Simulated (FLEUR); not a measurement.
Band structure of Ni₃Fe (Pm-3m, 4 atoms in the cell).

```
Ni3Fe
1.0
    3.58763     0.00000     0.00000
    0.00000     3.58763     0.00000
    0.00000     0.00000     3.58763
Fe Ni
1 3
Direct
  0.00000   0.00000   0.00000
  0.00000   0.50000   0.50000
  0.50000   0.00000   0.50000
  0.50000   0.50000   0.00000
```
Moments meant for the start (each program seeds them in its own way; μB, in the order of the atoms Fe Ni Ni Ni): 3.0 0.5 0.5 0.5.

Method of the run: PBE, all-electron FLAPW (FLEUR), scalar-relativistic valence in FLEUR.

Settings: Kmax = 3.5 1/bohr; GmaxXC = 14 1/bohr; xcFunctional = pbe; jspins = 2; l_soc = F; mode = hist; fermiSmearingEnergy = 0.00183747 Htr; mesh (inpgen div1-3) = 7 7 7; inpgen gamma flag = false; Gmax = 14 1/bohr; numbands = 0; maxIterBroyd = 15; imix = Anderson; alpha = 0.05.

The starting cell has typed, rounded lattice constants, without a prior relaxation at this level. Its lattice was rescaled by a random factor within 2.5 % of one. Values depend on the basis (sphere radii, cutoffs, local orbitals), which need not be converged.

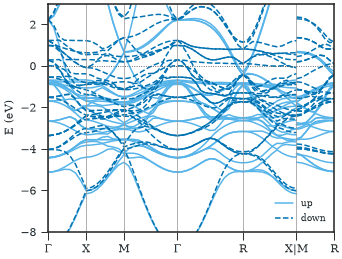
*Bands along the path, energies from the Fermi level.*

Levels in eV from the Fermi level, bands 31 to 38 of the first spin channel:
```csv
point,31,32,33,34,35,36,37,38
Γ,-0.79,-0.69,-0.69,-0.69,2.21,2.21,2.21,8.72
X,-1.54,-1.46,-1.07,-0.78,-0.68,7.33,7.33,7.41
M,-1.75,-1.53,-1.48,0.65,0.65,0.68,0.69,11.13
R,-0.82,-0.82,-0.82,-0.45,-0.45,-0.45,-0.29,5.21
```
